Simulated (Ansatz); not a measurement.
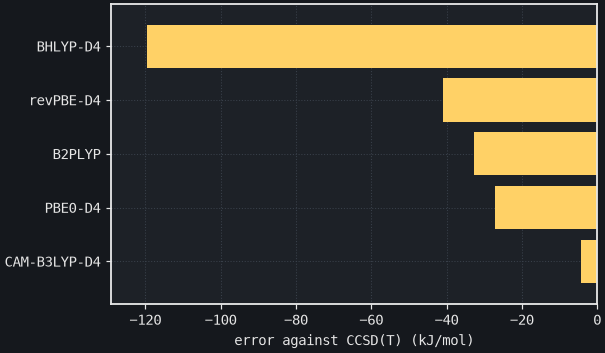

Error in the electronic atomisation energy (method less reference, so positive means overbinding) of C₂H₄OSi, SMILES C#C[SiH2]O: functionals in def2-TZVPP against frozen-core CCSD(T) at the limit (MP2 extrapolated from triple and quadruple zeta, plus CCSD(T) less MP2 in a smaller set), which gives 3196.4 kJ/mol, at a PBE0-D4/def2-TZVP geometry (a minimum by its frequencies), no zero-point or spin-orbit term, the Ansatz code 0.2.0. The reference leaves out core correlation, a term that grows with the number of heavy atoms. B2PLYP holds a correlation term that converges slowly with the basis, so part of the distance to the limit is basis error. No dispersion term is added to B2PLYP.

Which of these levels overbind, and which underbind?

Answer. Overbind: none clearly. Underbind: BHLYP-D4, revPBE-D4, B2PLYP and PBE0-D4. Within 20 kJ/mol of zero, too close to call in view of what the reference leaves out: CAM-B3LYP-D4.

What range do the values span?

Answer. From −119.5 kJ/mol (BHLYP-D4) to −4.2 kJ/mol (CAM-B3LYP-D4).
